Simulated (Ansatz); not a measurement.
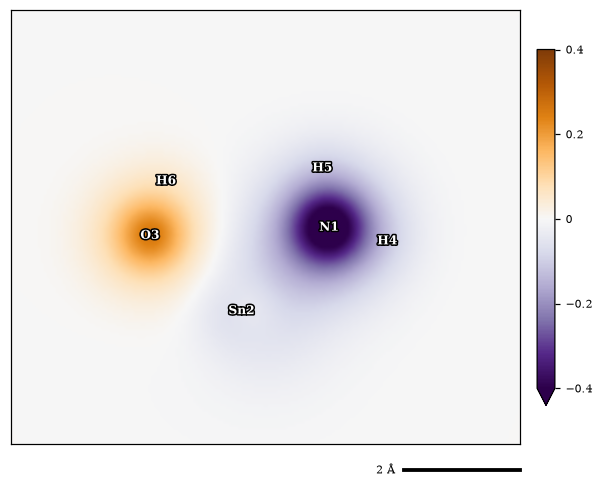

Figure 1: H3NOSn. One frontier orbital on a plane 0.8 Å above the molecular plane (values in Å⁻³ᐟ²; the overall sign is arbitrary).

Core potentials replace the inner electrons of Sn.

The calculation used RKS revPBE/def2-SVP in Ansatz.

```xyz
6

N    -0.6825    0.0361   -0.8435
Sn    0.7132   -1.3227   -0.1259
O     1.3213   -0.2255    1.4880
H    -1.2469   -0.1336   -1.6828
H    -0.9167    0.9518   -0.4438
H     0.8537    0.6296    1.5619
```

### Which orbital is it: HOMO or LUMO?

The HOMO, at −5.46 eV. It lies mainly on N1 (about 60 %), O3 (about 20 %) and Sn2 (about 10 %); it changes sign across the molecular plane (π type); π-antibonding (a node) across Sn2–O3.
